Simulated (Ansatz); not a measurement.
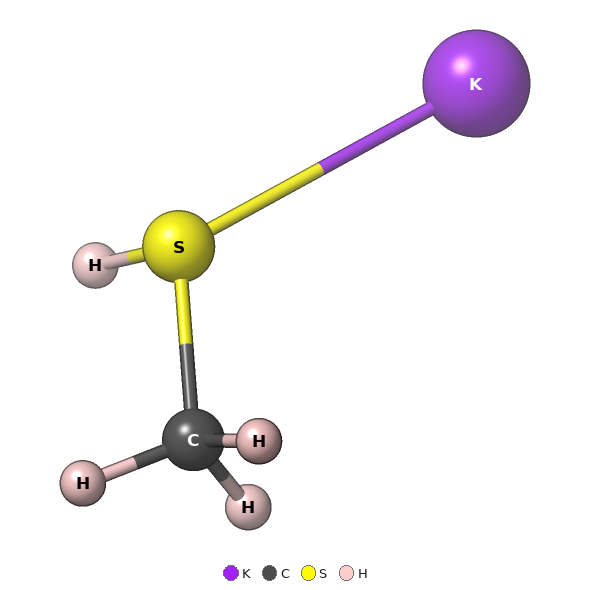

Distant atoms are faded towards the background colour. State: charge +1, singlet. The computed structure is the end point of a PBE0-D4/def2-TZVP optimisation.

List the symmetry elements and name the point group.

It has no symmetry element but the identity, so the point group is C1. The group has 1 operation. The geometry is chiral, and symmetry allows a dipole moment.
